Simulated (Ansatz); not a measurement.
## Ligand exchange: C4H10S + C2H10GeSi → C3H10SSi + C3H10Ge

Species: C4H10S (isopropyl methyl sulfide) `CSC(C)C`, singlet; C2H10GeSi `C[CH2][GeH2][SiH3]`, singlet; C3H10SSi `CC(C)S[SiH3]`, singlet; C3H10Ge `C[CH2][GeH2][CH3]`, singlet. The partners trade CH3 for SiH3: S–CH3 and Ge–SiH3 bonds give way to S–SiH3 and Ge–CH3.

Shapes, held fixed at every level: PBE0-D4/def2-TZVP. Flexible molecules stand in one conformer, not always the lowest. Programs: Ansatz 0.2.0. Electronic energies: no zero-point or thermal term.

```
               level                    kind  ΔE (kJ/mol)  less CCSD(T)/def2-TZVPP
r2SCAN-D4/def2-TZVPP                meta-GGA        -73.2                     +3.6
 B3LYP-D4/def2-TZVPP           global hybrid        -70.9                     +5.9
  PBE0-D4/def2-TZVPP           global hybrid        -68.5                     +8.3
  wB97X-V/def2-TZVPP  range-separated hybrid        -72.3                     +4.5
   B2PLYP/def2-TZVPP           double hybrid        -76.0                     +0.8
      MP2/def2-TZVPP     perturbation theory        -84.4                     -7.6
     CCSD/def2-TZVPP   coupled cluster or CI        -77.1                     -0.3
  CCSD(T)/def2-TZVPP   coupled cluster or CI        -76.8                      0.0
```

The highest level, CCSD(T)/def2-TZVPP, gives ΔE = -76.8 kJ/mol; the levels span -84.4 to -68.5. The column of differences is taken from that level and isn't an error. No measured value is set beside it here. Relativity is left out for Ge unless named. Correlated rows may include outer-core shells of Ge, which these sets cover unevenly.

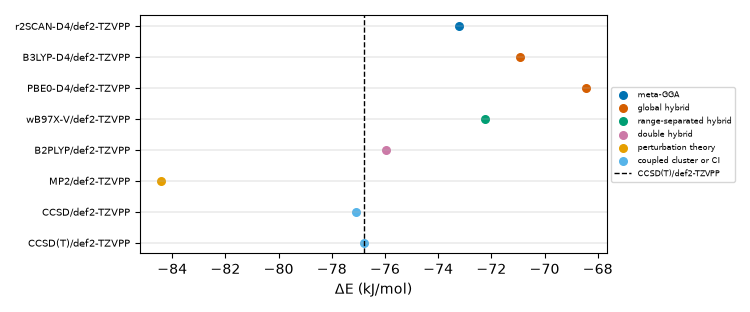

The values of the table, level by level.
